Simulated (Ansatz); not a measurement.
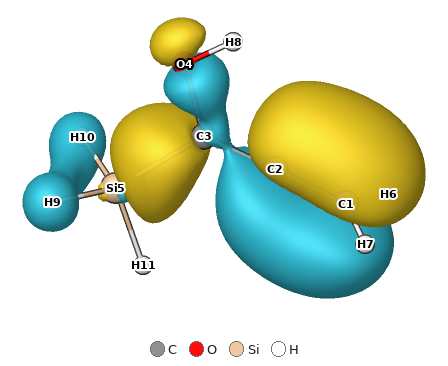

Figure 1: C$_{3}$H$_{6}$OSi. The HOMO−1 at ±0.08 Å⁻³ᐟ² (yellow and cyan are the two phases), seen at a tilt.

These are results of Ansatz, RKS revPBE/def2-SVP, not measurements.

```xyz
11

C    -2.1500    0.6567   -0.2069
C    -0.9970    0.0711    0.0762
C     0.1810   -0.4899    0.3405
O     0.3772   -1.6043    1.1440
Si    1.7961    0.2073   -0.3916
H    -2.7574    0.3585   -1.0826
H    -2.5606    1.4734    0.4179
H    -0.4970   -1.8958    1.4731
H     2.7303    0.6121    0.7177
H     2.4771   -0.8456   -1.2253
H     1.4654    1.3995   -1.2425
```

**Where does this orbital lie, and at what energy?**

It lies mainly on C1 (about 40 %), C2 (about 30 %), C3 (about 5 %) and Si5 (about 5 %); π-bonding across C1–C2. Its energy is −6.55 eV.
